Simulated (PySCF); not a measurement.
**NaSe (charge −1): density, localisation and related maps**

| atom | x (Å) | y (Å) | z (Å) |
| --- | --- | --- | --- |
| Na | 0.0000 | 0.0000 | -1.9757 |
| Se | 0.0000 | 0.0000 | 0.5683 |

Theory: PBE0/def2-SVPD, non-relativistic Hamiltonian with scalar-relativistic core potentials where named, at a bond length of 2.544 Å in PySCF 2.14.0.

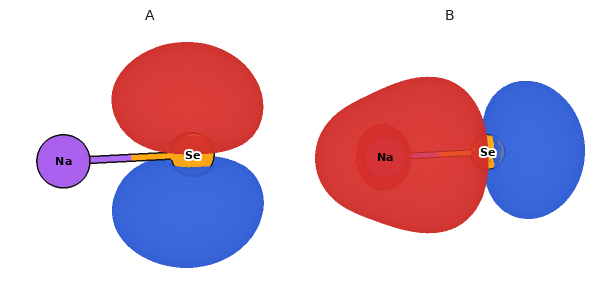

Figure 1. Two frontier orbitals, each drawn at the value that holds 80 % of its norm (blue and red are the two phases), in no order; of a degenerate pair one member is drawn.

Name the orbitals and rank them from lowest to highest energy.

Orbital B: σ, occupied, −0.40 eV; mainly on Se (75 %).
Orbital A: π, occupied, 0.19 eV; mainly on Se (90 %).

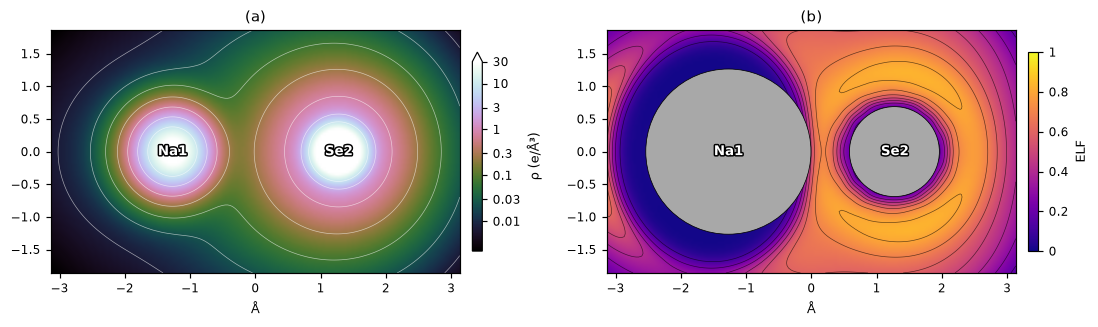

Figure 2. (a) total electron density; (b) ELF on a plane that holds the molecular axis. Grey discs cover the atomic cores in the ELF map.

What does the map show?

The plane passes through Na and Se nuclei.
Na–Se (2.54 Å): the density is about 0.27 e/Å³ at the midpoint; the ELF peaks at about 0.70 in the valence shell of Se, 1.1 Å from its nucleus, and falls to about 0.05 next to Na: a closed-shell, largely ionic contact.

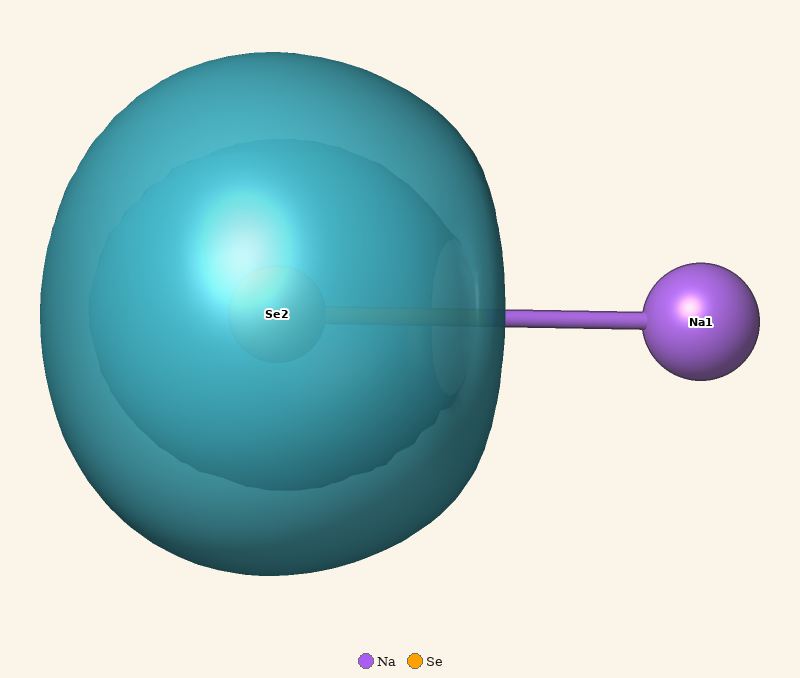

Figure 3. Isosurface of the electron localisation function at 0.75 (cyan), seen from one side. Only the valence region is drawn (cores and ρ < 0.01 e/Å³ removed).

Describe the localisation domains.

The surface consists of one region wrapped around Se (its valence shell).
